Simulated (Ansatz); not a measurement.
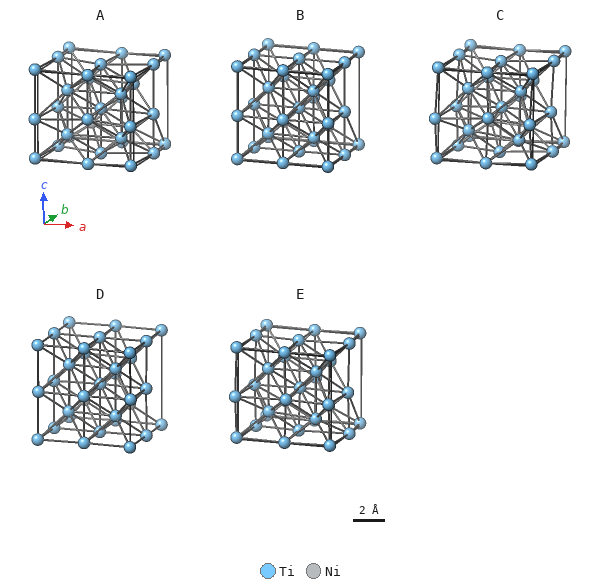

5 geometries from one relaxation of a crystal of Ti7Ni (a generated structure, set up in P1) (coarse preliminary run), in shuffled order. A ball-and-stick model of the cell of the calculation, seen slightly off an axis.

Case: elements placed on the bcc lattice with unlike neighbours.

These are results of Ansatz 0.2.0, DFT PBEsol, scalar-relativistic, plane waves, PAW, not measurements. (plane-wave cutoff 420 eV; k-point mesh 2 × 2 × 2; occupations gaussian; smearing width 0.1 eV; mesh shifted by (0.5, 0.5, 0.5); collinear spin; cell and atoms relaxed; force threshold 0.04 eV/Å; at most 50 steps)

Q: Put them in the order of the run, from the start to the converged end.

A: D, B, E, C, A. They are steps 0, 2, 6, 12, 22, at +94.8 meV per atom, +36.7 meV per atom, +21.7 meV per atom, +5.9 meV per atom relative to the last. The energy falls by 94.8 meV per atom in 17 accepted moves (22 points after the start). Largest force component: 0.76 eV/Å at the start, 0.025 eV/Å at the end. The pressure goes from −6.58 to 0.02 GPa. The line search rejected the trial steps at points 7, 11, 16, 19 of the run. At 1 point the geometry stayed and the basis and grid were re-selected for the new cell (energy shift of 0.1 meV per atom at most each time). The largest move relative to the cell is that of a Ti atom, 0.38 Å along [−1 −3 −2]. Largest moves by element: Ti 0.38 Å, Ni 0.30 Å. The drawn cell changes as follows: a 6.426 → 6.593 Å (+2.6 %), b 6.426 → 6.302 Å (−1.9 %), c 6.426 → 6.039 Å (−6.0 %), β 90.0° → 90.3°, γ 90.0° → 86.1°; the volume changes by −5.7 %. Near-neighbour distances that change, for instance: Ti–Ti 4.578 → 3.753 Å, Ti–Ti 4.545 → 3.773 Å, Ti–Ti 3.270 → 2.660 Å, Ti–Ti 3.239 → 2.662 Å. New bonds form, among them: Ti–Ti (3.24 → 2.66 Å), Ti–Ti (3.27 → 2.66 Å). The space group (tolerance 0.01 Å) goes from P1 (No. 1) to P-1 (No. 2). The program noted that the starting moments weren't kept.

Limits of the set-up: the k-point mesh is coarse for a cell with partly filled bands.
